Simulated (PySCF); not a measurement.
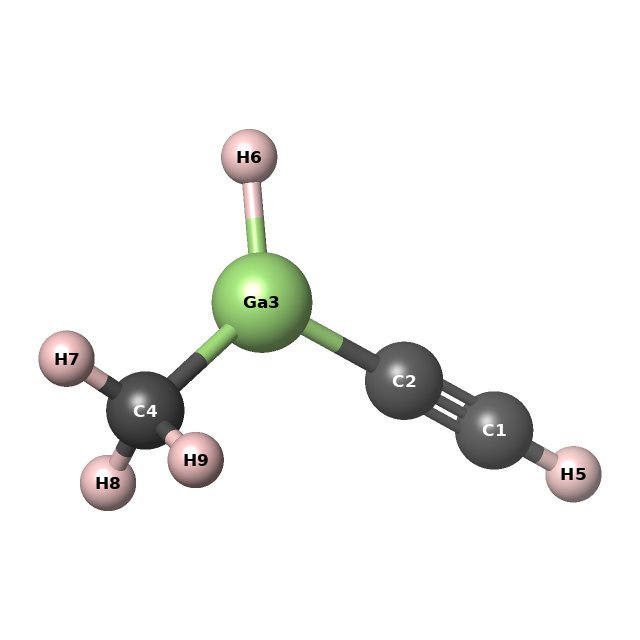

The geometry was computed by an optimisation with PBE0-D3(BJ)/def2-SVP. No frequency run is at hand to confirm it as a minimum. Level of theory: B3LYP/pcJ-1 (pcSseg-1 on Ga) indirect spin-spin coupling, non-relativistic, gas phase (PySCF 2.14.0). Isotopes: 13C, 1H.

Give the spin–spin coupling constants of these pairs, with the number of bonds between them: C1/H5, C4/H8, C4/H9, C2/H6, C2/C4, C2/H5, C4/H6, H7/H9, C1/C4, C1/H6, C2/H7.

```tsv
pair	bonds apart	J (Hz)
C1, H5	1	256.6
C4, H8	1	132.6
C4, H9	1	132.4
C2, H6	2	34.2
C2, C4	2	11.6
C2, H5	2	42.5
C4, H6	2	27.8
H7, H9	2	−12.2
C1, C4	3	2.3
C1, H6	3	6.6
C2, H7	3	7.7
```
